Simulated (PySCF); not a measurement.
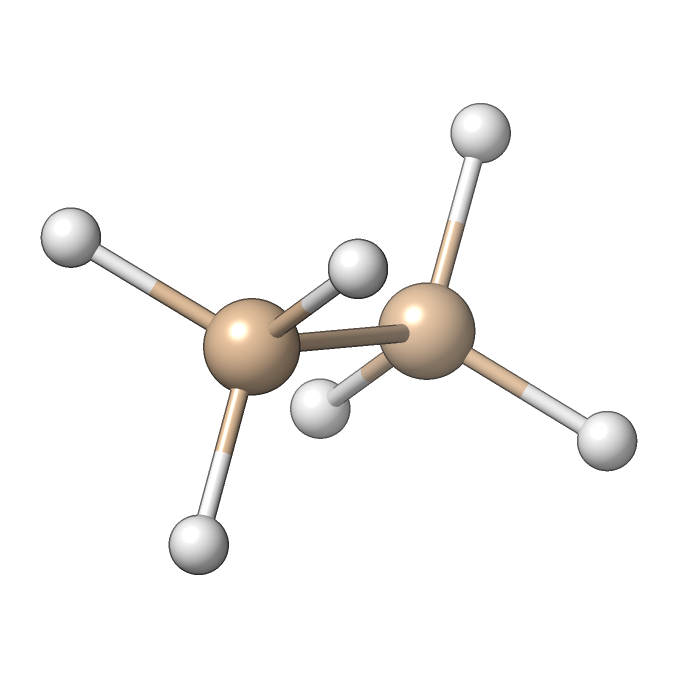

Rendered structure (ball-and-stick style). Colours: silicon light orange, hydrogen white.

The computed structure is the end point of a GFN2-xTB optimisation. No frequency run is at hand to confirm it as a minimum.

Question: Give the formula.

Answer: Si₂H₆, 8 atoms: 2 silicon and 6 hydrogen.

Question: Count the bonded pairs by element.

Answer: 6 Si–H, 1 Si–Si.

Question: Which point group does it belong to?

Answer: D3d.

Question: Name some functional groups or characteristic bonds that it holds.

Answer: Among them: Si–H bond.

Question: Give a SMILES string for it.

Answer: [SiH3][SiH3]

More results for the same structure follow; atom numbers are the same in all pictures, views and colours differ.

**Shape**

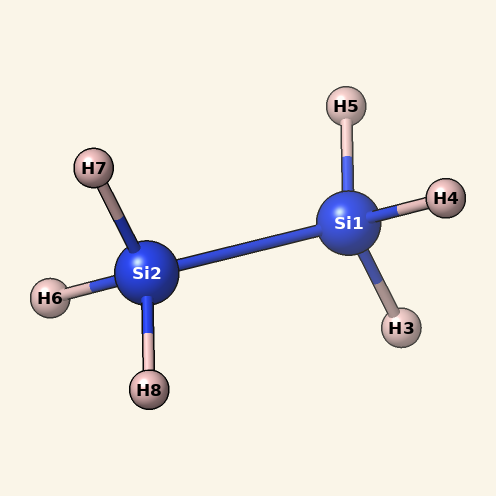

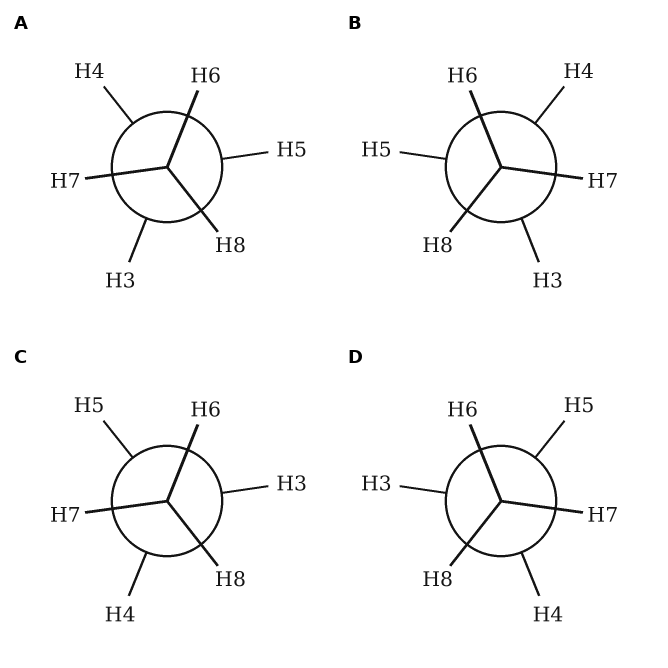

Distant atoms are faded towards the background colour. Bonds that would overlap in a projection are set slightly apart. No frequency run is at hand to confirm it as a minimum.

Question: Which Newman projection shows the view along Si2–Si1, with Si2 in front?

Answer: D. The torsion angle H6–Si2–Si1–H3 is −60°, synclinal (gauche).

**NMR shielding**

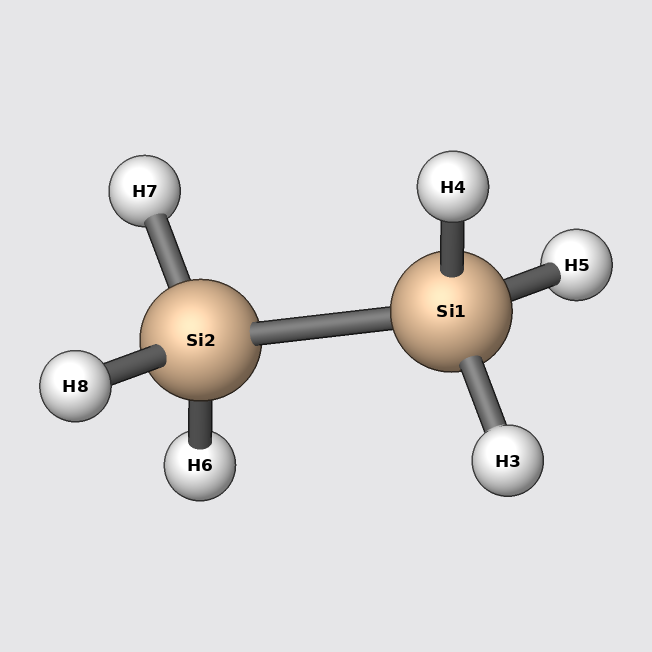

No frequency run is at hand to confirm it as a minimum. Properties computed with GIAO PBE0/pcSseg-1 NMR shielding, non-relativistic, gas phase (PySCF 2.14.0). Principal shieldings σ11 ≤ σ22 ≤ σ33, span Ω = σ33 − σ11, skew κ = 3(σiso − σ22)/Ω.

Give the shielding tensors of the Si atoms.

```
    atom    σ11    σ22    σ33   σiso     Ω     κ
Si1, Si2  464.7  464.8  478.4  469.3  13.7  1.00
```

Shieldings and span in ppm.

**Electronic properties**

No frequency run is at hand to confirm it as a minimum. Method: PBE0/pcSseg-1, gas phase (PySCF 2.14.0).

Question: What is the HOMO energy (Kohn–Sham orbital)?

Answer: −8.78 eV.

Question: Give the LUMO energy (Kohn–Sham orbital) at this level.

Answer: 0.25 eV.

**Bond orders**

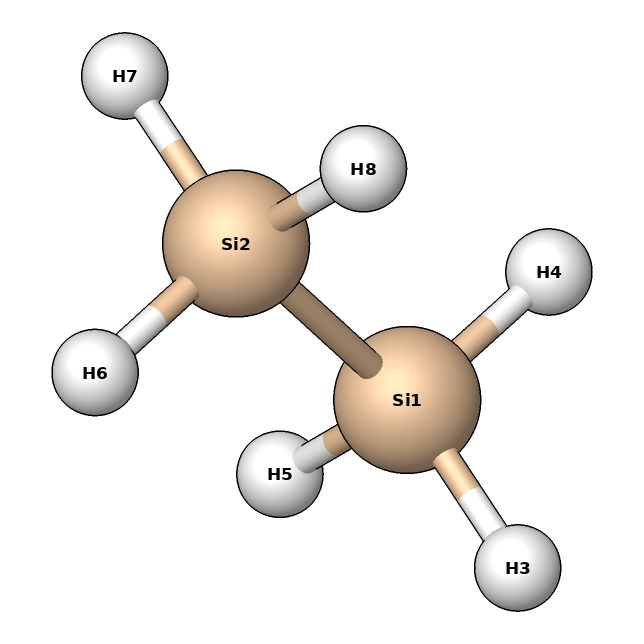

Every bond is drawn as one stick. No frequency run is at hand to confirm it as a minimum. Method: PBE0/pcSseg-1 (PySCF 2.14.0).

List the Mayer bond orders of Si1–Si2, Si1–H3 (one bond of each equivalent set).

| bond | Mayer order | length (Å) |
| --- | --- | --- |
| Si1–Si2 | 0.93 | 2.305 |
| Si1–H3 | 0.93 | 1.466 |

**Charges**

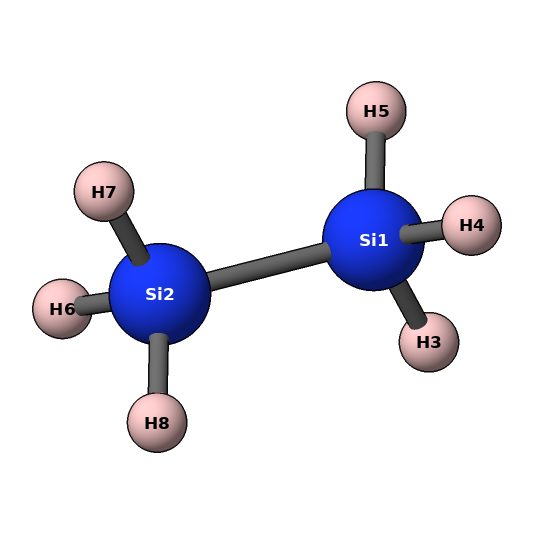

The questions are on Mulliken charges. No frequency run is at hand to confirm it as a minimum. Properties computed with PBE0/pcSseg-1, gas phase (PySCF 2.14.0).

Give the Mulliken charges atom by atom.

| atom | value (e) |
| --- | --- |
| Si1 | 0.17 |
| Si2 | 0.17 |
| H3 | −0.06 |
| H4 | −0.06 |
| H5 | −0.06 |
| H6 | −0.06 |
| H7 | −0.06 |
| H8 | −0.06 |

Mulliken values depend strongly on the basis set and can even reverse the polarity of a bond. The geometry is semi-empirical. Around Si such bond lengths and angles can be off by a tenth of an ångström or more and by several degrees, and values that hang on the shape move with them.
